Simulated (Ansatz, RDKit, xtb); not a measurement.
**C5H8B2S: which of the isomers drawn lies lowest?**

A sample of isomers of C5H8B2S is drawn. Aim: find which of them has the lowest free energy at 298.15 K, then its properties. The sample is small against all isomers, and the most stable one of this formula need not be in it.

The funnel: GFN2-xTB relaxations, single points with a density functional, relaxations at PBE0-D3(BJ)/def2-SVP, harmonic vibrations (at GFN2-xTB), and a last energy at a higher level. All values are calculated.

1 further run of the same task is left out (set aside as unsound or not needed).

## 1. Drawing up candidates

Isomers were taken from a list of plausible structures; this is a sample, not all of them. That gives 4 candidates.

```csv
label,SMILES,spin
c235,BCBc1cccs1,singlet
c333,CSB1C=CBC=C1,singlet
c552,BC(B)c1cccs1,singlet
c770,CSC1=CBC=CB1,singlet
```

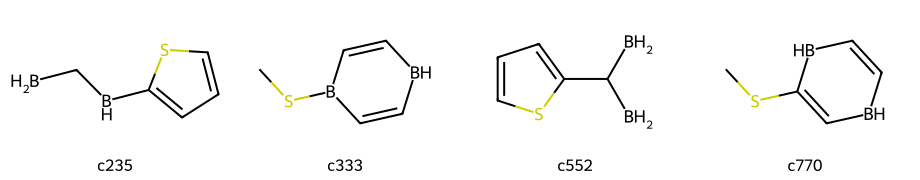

Structural formulas of the candidates.

Candidates are built by distance geometry, with a force field where one applies, in up to four conformers (letters a to d).

Q: Predict the outcome of this search (final energies at CCSD(T)/def2-SVP + MP2/def2-TZVPP - MP2/def2-SVP).

| quantity | value |
| --- | --- |
| lowest structure found | CSB1C=CBC=C1, singlet |
| next finalist | BCBc1cccs1, singlet, 11.0 kcal/mol higher in G |
| share at equilibrium, among the finalists | 100.0 % |

`CSB1C=CBC=C1` comes out lowest. Among the finalists first place is clear (11.0 kcal/mol); structures outside the list aren't covered. HF/STO-3G, r2SCAN-D4/def2-SVP, PBE0-D3(BJ)/def2-SVP, HF/def2-SVP and MP2/def2-SVP already put its bonding pattern lowest among the structures in one piece; GFN2-xTB favours the singlet BCBc1cccs1. Lowest found is not proven lowest: the search is finite, and each finalist counts with one conformer. Only 4 drawn patterns were tried, so whole families of isomers are missing, and the result ranks this sample alone. The lowest isomer need not be the one that is made and kept in a bottle, which depends on barriers.
